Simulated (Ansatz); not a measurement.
**Ge2HN: density, localisation and related maps**

Input

```
crystal:
  periodic: [false, false, false]
  atoms:
    - {symbol: Ge, position_ang: [-0.072911, -1.385164, 0.014038]}
    - {symbol: Ge, position_ang: [0.623595, 0.785639, -1.064200]}
    - {symbol: "N", position_ang: [-0.840578, 0.288004, -0.062555]}
    - {symbol: H, position_ang: [-1.680397, 0.730522, 0.285567]}
basis:
  gaussian:
    orbitals: def2-TZVPD
hamiltonian:
  xc: pbe0
output:
  forces: true
  orbitals: {seedname: orbitals}
```

Launched as:

```sh
ansatz run input.yaml --threads 2 --pin off --max-ram 4350MiB --events-out events.jsonl --progress --plain --runs-dir runs
```

Geometry: PBE0-D4/def2-TZVP.

Method: isolated molecule in a Gaussian basis; Kohn-Sham density functional theory, functional PBE0 (Ansatz 0.2.0).

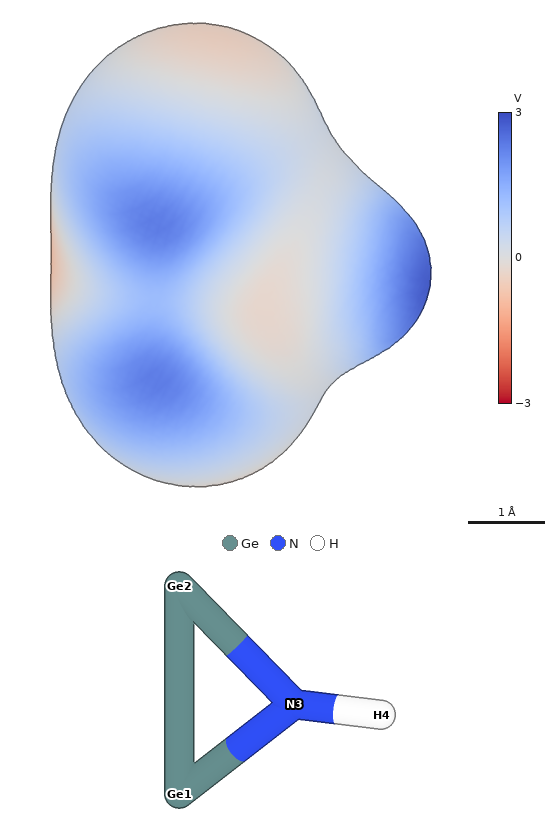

Figure 1. The electrostatic potential painted on the density surface at 0.004 e/bohr³, seen at a tilt; the colour scale runs from red (negative) to blue (positive). The bare structure is drawn below in the same view.

Describe the electrostatic potential map.

The most negative region (about −0.9 V) lies over Ge1 and Ge2, the most positive (about +2.6 V) over H4.

How polar is the molecule by this calculation?

Its dipole moment is 0.80 D.

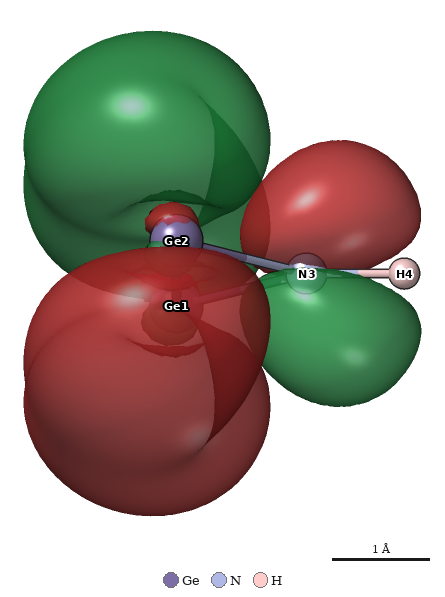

Figure 2. One frontier orbital at ±0.08 Å⁻³ᐟ² (green and red are the two phases), seen from one side.

Which orbital is it: HOMO or LUMO?

The LUMO, at −2.10 eV. It lies mainly on Ge1 (about 40 %), Ge2 (about 40 %) and N3 (about 20 %); it changes sign across the molecular plane (π type); π-antibonding (a node) across Ge1–N3 and Ge2–N3.

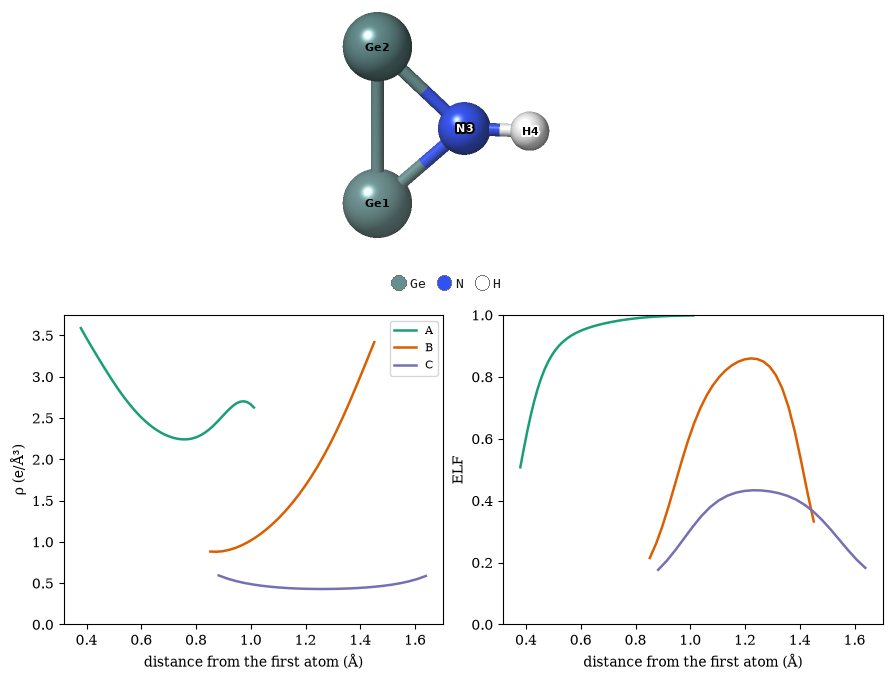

Figure 3. Total electron density and electron localisation function along straight lines between neighbouring atoms. The curves leave out the atomic cores. The structure is drawn too.

Which curve belongs to which contact (Ge–Ge, Ge–N and N–H)? The first atom named is at distance zero.

Curve A: N–H (1.01 Å): the density is about 2.9 e/Å³ at the midpoint; the ELF climbs to about 1 towards the hydrogen, as it does in any bond to H: a covalent bond by its length. Curve B: Ge–N (1.84 Å): the density is about 0.9 e/Å³ at the midpoint; the ELF peaks at about 0.85 in the valence shell of N, 0.6 Å from its nucleus, and is about 0.40 at the midpoint. Curve C: Ge–Ge (2.52 Å): ρ at the midpoint is about 0.43 e/Å³; the ELF is about 0.45 at the midpoint.
